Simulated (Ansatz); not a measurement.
```yaml
atoms:
  - { symbol: In, position_ang: [0.0077, -0.7185, -0.4913] }
  - { symbol: Cl, position_ang: [0.0612, -0.2080, 3.1076] }
  - { symbol: Cl, position_ang: [1.9383, 0.3631, -1.3308] }
  - { symbol: C, position_ang: [-1.8799, -0.0326, -1.2311] }
  - { symbol: H, position_ang: [-2.6530, -0.7882, -1.0940] }
  - { symbol: H, position_ang: [-2.1762, 0.8655, -0.6858] }
  - { symbol: H, position_ang: [-1.7772, 0.2293, -2.2842] }
  - { symbol: H, position_ang: [0.4620, -1.9873, 0.6393] }
  - { symbol: H, position_ang: [0.4152, -1.2395, 2.3457] }
```

Core potentials replace the inner electrons of In; not at a stationary point (largest force 1.3 eV/Å).

Method: RKS BHLYP-D4/def2-SVP (Ansatz).

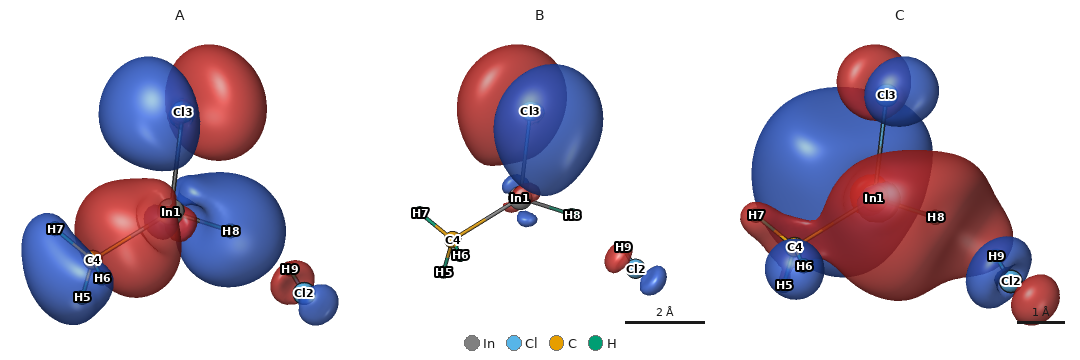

CH4ClIn···HCl. Three frontier orbitals at ±0.06 Å⁻³ᐟ² (red and blue are the two phases), in no order.

Which picture is the HOMO−1, the HOMO and the LUMO?

Answer. B is the HOMO−1 (−9.63 eV). By Hirshfeld shares it lies mainly on Cl3 (about 90 %); largely a lone pair of Cl3. A is the HOMO (−9.04 eV). Its weight (Hirshfeld) is mainly on Cl3 (about 50 %), C4 (about 20 %), In1 (about 15 %) and H8 (about 10 %). C is the LUMO (−0.79 eV). It lies mainly on In1 (about 75 %) and Cl3 (about 5 %).

What is the HOMO–LUMO gap?

Answer. 8.25 eV between the orbital energies.
